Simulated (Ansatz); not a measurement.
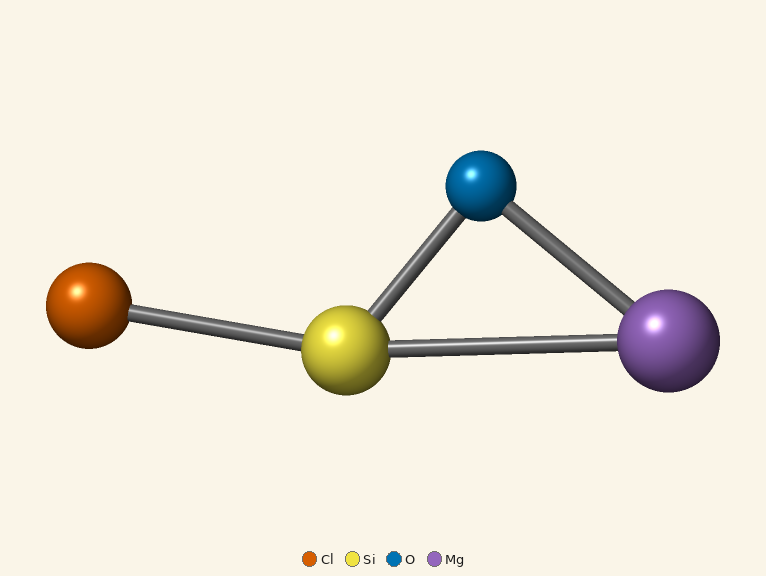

The species has charge +1 and is a spin singlet. The computed structure is the end point of a PBE0-D4/def2-TZVP optimisation. No frequency run is at hand to confirm it as a minimum. Properties computed with RKS PBE0-D4/def2-TZVPP (Ansatz 0.2.0).

Question: What is the HOMO–LUMO gap?

Answer: 3.14 eV.

Question: Give the HOMO energy (Kohn–Sham orbital) at this level.

Answer: −11.79 eV.
